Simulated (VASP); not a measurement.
Input:

```xyz
5
Lattice="3.9081 0.0000 0.0000 0.0000 3.9081 0.0000 0.0000 0.0000 3.9081" Properties=species:S:1:pos:R:3 pbc="T T T"
Sr     0.0000     0.0000     0.0000
Ti     1.9540     1.9540     1.9540
O      1.9540     0.0000     1.9540
O      0.0000     1.9540     1.9540
O      1.9540     1.9540     0.0000
```

These are SCAN meta-GGA, VASP's PBE PAW potentials (set 64) (plane waves; VASP) values and carry that method's errors. Run with 520 eV cut-off, 8×8×8 Γ-centred mesh, tetrahedra with Blöchl corrections, potentials Sr_sv Ti_sv O.

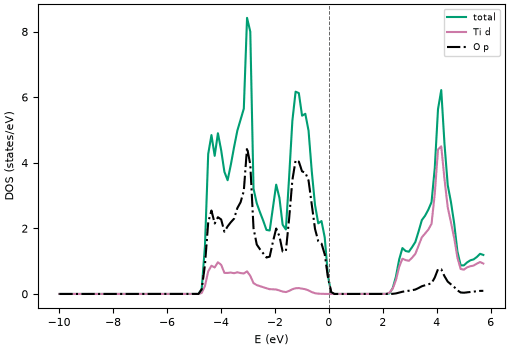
Figure: Total and projected density of states, zero at the valence-band maximum

Within 2 eV below the valence-band maximum the largest weight inside VASP's projection spheres is O p.

The gap is indirect, 2.27 eV, from the valence maximum at R to the conduction minimum at Γ.

The compound is SrTiO3 in the cubic perovskite structure, the ideal cubic form; the compound distorts at low or room temperature. It was relaxed first.
